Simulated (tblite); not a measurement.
## Geometry relaxation of C₅H₉NO₂Si (part 2 of 2)

C₅H₉NO₂Si; GFN2-xTB geometry optimisation, gas phase (tblite 0.8.0). It belongs to a series of runs on one base structure; here: H on Si replaced by COOCH3.

Geometry of the input (Å):
```
C  -2.7823  -1.8939  -0.4652
C  -1.4803  -1.6895  -0.6939
Si -0.6856  -0.1369  -0.0935
N  -1.2400  1.2992  -1.0007
C  -1.5028  2.4148  -0.4603
C  1.1180  -0.3491  -0.1948
O  1.5623  -1.5234  -0.3318
O  2.0351  0.7046  -0.1195
C  3.4293  0.4703  -0.2019
H  -3.2810  -2.8012  -0.7944
H  -3.3072  -1.0925  0.0558
H  -0.9010  -2.4603  -1.2014
H  -1.1538  0.0576  1.2953
H  -1.8249  3.2211  -1.1217
H  -1.4135  2.6131  0.6173
H  3.6686  -0.2418  -1.0011
H  3.7527  0.0250  0.7788
H  3.9977  1.3892  -0.3436
```

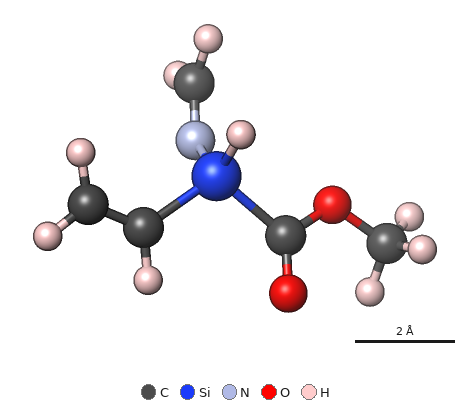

*The geometry at step 76 of the log (ball-and-stick view, seen at a tilt).*

Trajectory as extended XYZ, continued:
```
18
Properties=species:S:1:pos:R:3:forces:R:3 step=51 energy=-762.12149
C    -2.8598   -1.8486   -0.5057    0.0000  -0.0010   0.0100
C    -1.5659   -1.6010   -0.6322   -0.0020  -0.0090   0.0080
Si   -0.6418   -0.1754    0.1759   -0.0100  -0.0180  -0.0030
N    -1.0019    1.2185   -0.7600    0.0240  -0.0150   0.0040
C    -1.4260    2.3741   -0.5482    0.0030  -0.0050  -0.0010
C     1.2201   -0.4749   -0.1736   -0.0070   0.0050  -0.0020
O     1.6948   -1.5358   -0.4977    0.0140  -0.0060   0.0010
O     1.9539    0.6264    0.0155    0.0140  -0.0170   0.0020
C     3.3590    0.5065   -0.1920    0.0110  -0.0020   0.0020
H    -3.3382   -2.6958   -0.9736    0.0040   0.0120  -0.0090
H    -3.5054   -1.2104    0.0764   -0.0020   0.0010   0.0000
H    -0.9624   -2.2795   -1.2225   -0.0150  -0.0070   0.0020
H    -0.8161   -0.1607    1.6396   -0.0100   0.0180  -0.0190
H    -1.5393    3.0558   -1.3867   -0.0110   0.0120  -0.0130
H    -1.7021    2.7688    0.4315    0.0030   0.0080   0.0220
H     3.5514   -0.1355   -1.0540    0.0100   0.0240   0.0030
H     3.8276    0.0640    0.6897   -0.0020   0.0000   0.0010
H     3.7433    1.5098   -0.3587   -0.0230   0.0010  -0.0070
18
Properties=species:S:1:pos:R:3:forces:R:3 step=59 energy=-762.12281
C    -2.8653   -1.8434   -0.5043    0.0000  -0.0020   0.0010
C    -1.5693   -1.6063   -0.6308   -0.0050   0.0030  -0.0030
Si   -0.6370   -0.1825    0.1717   -0.0210  -0.0060   0.0030
N    -0.9912    1.2146   -0.7640    0.0090  -0.0080  -0.0060
C    -1.4199    2.3683   -0.5495    0.0060  -0.0090   0.0000
C     1.2263   -0.4895   -0.1661   -0.0110  -0.0040  -0.0010
O     1.7040   -1.5462   -0.4991    0.0080   0.0090  -0.0030
O     1.9555    0.6122    0.0353    0.0050  -0.0060  -0.0120
C     3.3591    0.5128   -0.1898    0.0100   0.0050  -0.0040
H    -3.3479   -2.6851   -0.9778   -0.0080   0.0090   0.0070
H    -3.5068   -1.2029    0.0800    0.0050  -0.0020  -0.0080
H    -0.9748   -2.2903   -1.2241   -0.0020   0.0060   0.0060
H    -0.8285   -0.1480    1.6315    0.0030   0.0030   0.0040
H    -1.5410    3.0513   -1.3869    0.0030  -0.0060   0.0010
H    -1.6934    2.7623    0.4321    0.0060  -0.0080   0.0030
H     3.5518   -0.1164   -1.0608   -0.0010   0.0040   0.0020
H     3.8477    0.0712    0.6812   -0.0100   0.0020   0.0040
H     3.7219    1.5241   -0.3551    0.0040   0.0090   0.0050
18
Properties=species:S:1:pos:R:3:forces:R:3 step=68 energy=-762.12339
C    -2.8726   -1.8394   -0.5039    0.0040   0.0100   0.0000
C    -1.5754   -1.6082   -0.6299    0.0050  -0.0070   0.0100
Si   -0.6351   -0.1906    0.1749   -0.0140   0.0000  -0.0020
N    -0.9804    1.2038   -0.7680   -0.0070  -0.0060  -0.0100
C    -1.4098    2.3567   -0.5512   -0.0010   0.0000   0.0020
C     1.2282   -0.4954   -0.1670   -0.0040   0.0000   0.0000
O     1.7098   -1.5487   -0.5048    0.0110   0.0050   0.0020
O     1.9521    0.6102    0.0341    0.0040  -0.0050  -0.0020
C     3.3569    0.5213   -0.1894    0.0030   0.0030   0.0000
H    -3.3627   -2.6768   -0.9779    0.0100   0.0110   0.0040
H    -3.5094   -1.1944    0.0803   -0.0020  -0.0020   0.0000
H    -0.9812   -2.2922   -1.2231   -0.0130  -0.0080  -0.0010
H    -0.8301   -0.1416    1.6344    0.0090  -0.0110  -0.0100
H    -1.5330    3.0412   -1.3868    0.0080   0.0000   0.0010
H    -1.6821    2.7464    0.4322    0.0000   0.0060   0.0030
H     3.5561   -0.1004   -1.0644   -0.0040   0.0040   0.0060
H     3.8463    0.0780    0.6804   -0.0090  -0.0030  -0.0020
H     3.7136    1.5363   -0.3465   -0.0020   0.0040   0.0020
18
Properties=species:S:1:pos:R:3:forces:R:3 step=76 energy=-762.12394
C    -2.8810   -1.8298   -0.5001   -0.0050   0.0020  -0.0160
C    -1.5812   -1.6145   -0.6252   -0.0030  -0.0110   0.0030
Si   -0.6311   -0.2031    0.1753   -0.0040  -0.0020  -0.0100
N    -0.9762    1.1877   -0.7731    0.0050   0.0050   0.0000
C    -1.3975    2.3433   -0.5552    0.0000   0.0080   0.0030
C     1.2327   -0.5009   -0.1687   -0.0100   0.0070  -0.0060
O     1.7243   -1.5479   -0.5105    0.0050  -0.0090   0.0030
O     1.9464    0.6108    0.0357   -0.0130   0.0080   0.0010
C     3.3512    0.5343   -0.1875    0.0020   0.0010   0.0030
H    -3.3767   -2.6597   -0.9802   -0.0160  -0.0040   0.0100
H    -3.5135   -1.1802    0.0838    0.0110  -0.0030   0.0000
H    -0.9984   -2.3055   -1.2215    0.0020  -0.0040   0.0030
H    -0.8211   -0.1510    1.6344    0.0040  -0.0080   0.0050
H    -1.5128    3.0308   -1.3892   -0.0020  -0.0020  -0.0040
H    -1.6692    2.7325    0.4285    0.0010   0.0110   0.0030
H     3.5545   -0.0780   -1.0677    0.0050   0.0030  -0.0070
H     3.8405    0.0844    0.6783    0.0130  -0.0040   0.0100
H     3.7006    1.5532   -0.3336    0.0040   0.0040   0.0000
18
Properties=species:S:1:pos:R:3:forces:R:3 step=85 energy=-762.12460
C    -2.8925   -1.8245   -0.4996    0.0010   0.0010   0.0050
C    -1.5894   -1.6297   -0.6255    0.0000   0.0050  -0.0040
Si   -0.6292   -0.2177    0.1646   -0.0050  -0.0020  -0.0020
N    -0.9754    1.1769   -0.7782    0.0010  -0.0040   0.0000
C    -1.3842    2.3364   -0.5567   -0.0040  -0.0020   0.0020
C     1.2367   -0.5036   -0.1766   -0.0080   0.0050   0.0030
O     1.7407   -1.5476   -0.5088    0.0050  -0.0130  -0.0070
O     1.9391    0.6154    0.0289   -0.0100   0.0060   0.0020
C     3.3460    0.5490   -0.1830    0.0070  -0.0010  -0.0050
H    -3.4060   -2.6491   -0.9705    0.0100  -0.0020   0.0080
H    -3.5108   -1.1610    0.0838   -0.0030   0.0040  -0.0080
H    -1.0147   -2.3323   -1.2160   -0.0030   0.0020   0.0020
H    -0.8077   -0.1680    1.6258   -0.0060  -0.0070   0.0020
H    -1.4993    3.0251   -1.3901    0.0000  -0.0040   0.0040
H    -1.6461    2.7270    0.4293    0.0040   0.0120  -0.0030
H     3.5589   -0.0508   -1.0692    0.0110  -0.0050  -0.0160
H     3.8324    0.0901    0.6798    0.0040  -0.0040   0.0130
H     3.6925    1.5708   -0.3143   -0.0020   0.0100   0.0040
18
Properties=species:S:1:pos:R:3:forces:R:3 step=93 energy=-762.12492
C    -2.8980   -1.8216   -0.4981    0.0010  -0.0010   0.0010
C    -1.5942   -1.6338   -0.6275    0.0000   0.0000   0.0020
Si   -0.6283   -0.2247    0.1602    0.0020   0.0000  -0.0040
N    -0.9773    1.1724   -0.7767    0.0000   0.0020  -0.0030
C    -1.3785    2.3346   -0.5561    0.0020   0.0030  -0.0010
C     1.2386   -0.5065   -0.1827   -0.0010   0.0000  -0.0010
O     1.7473   -1.5498   -0.5100   -0.0030  -0.0020  -0.0020
O     1.9363    0.6161    0.0203   -0.0030   0.0010   0.0010
C     3.3454    0.5555   -0.1818   -0.0010   0.0020   0.0000
H    -3.4142   -2.6504   -0.9585    0.0010   0.0040  -0.0010
H    -3.5135   -1.1482    0.0769    0.0000  -0.0030  -0.0020
H    -1.0242   -2.3448   -1.2122    0.0020   0.0010   0.0060
H    -0.8052   -0.1830    1.6219   -0.0020  -0.0030   0.0050
H    -1.4951    3.0206   -1.3913   -0.0030   0.0010  -0.0030
H    -1.6311    2.7325    0.4295    0.0040  -0.0020   0.0020
H     3.5694   -0.0356   -1.0716   -0.0010   0.0000   0.0010
H     3.8262    0.0927    0.6824    0.0000  -0.0050  -0.0010
H     3.6876    1.5804   -0.3013    0.0000   0.0030   0.0000
```

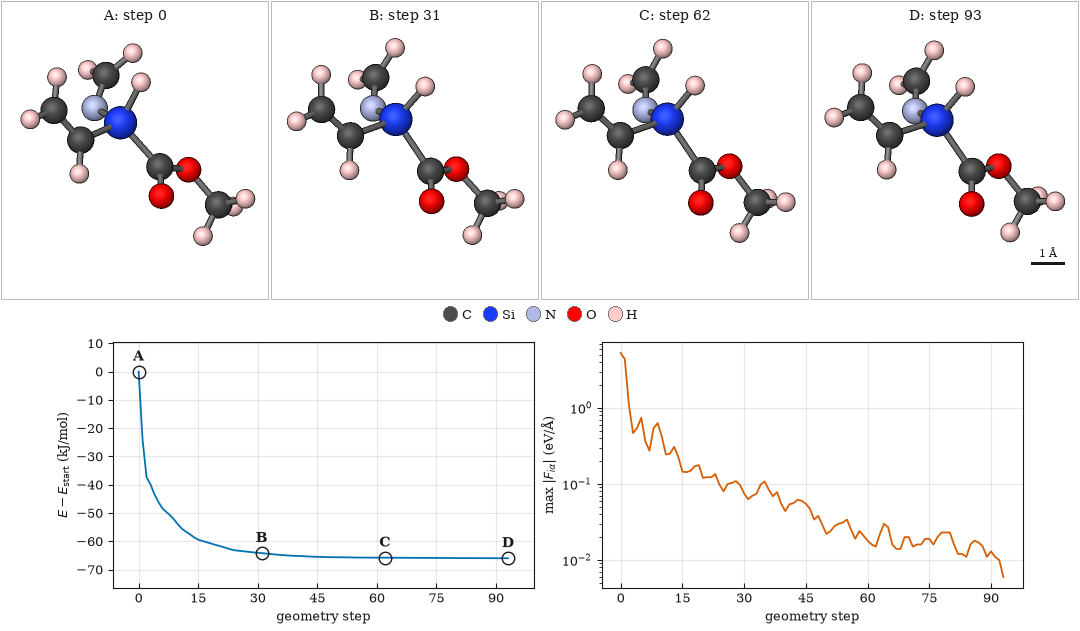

*Frames of the relaxation (ball-and-stick view, seen at a tilt) above the curves, on which the letters mark them (steps are counted from 0).*

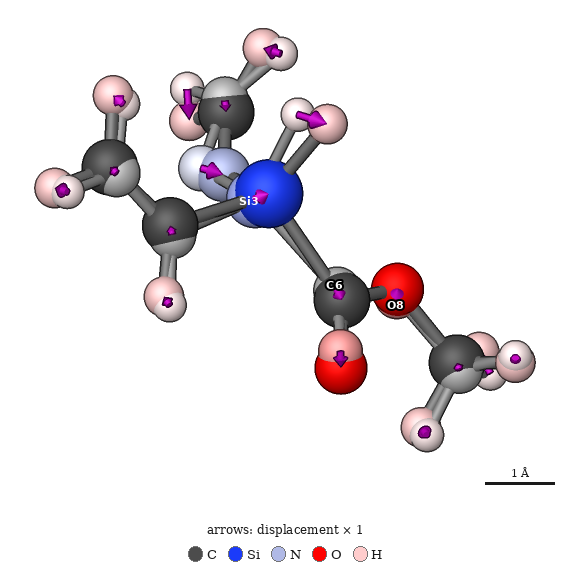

*Start (faint) and end (solid) with the displacements as pink arrows, at true length (ball-and-stick view, seen at a tilt). The two geometries are laid on each other by the best rigid fit.*

Over 93 geometry steps the energy falls by 66.0 kJ/mol. Largest force component: 5.3 eV/Å at the start, 0.006 eV/Å at the end. The atom that moves furthest after the best rigid fit is H13 (0.54 Å). Largest moves by element: H 0.54 Å, N 0.37 Å, Si 0.27 Å, O 0.26 Å, C 0.20 Å. Distances before and after: Si3–C6 1.819 → 1.919 Å, Si3–N4 1.787 → 1.718 Å, C6–O8 1.399 → 1.337 Å, C6–O7 1.263 → 1.206 Å. Among the angles that change: N4–Si3–H13 105.8° → 119.6°, Si3–C6–O8 124.0° → 110.9°, Si3–N4–C5 123.7° → 136.5°. (Atoms are counted from 1 in the order of the input.)

Key numbers:

- outcome: converged
- total energy: −762.1249 eV
- wall time: 0.62 s
- peak memory: 0.18 GiB
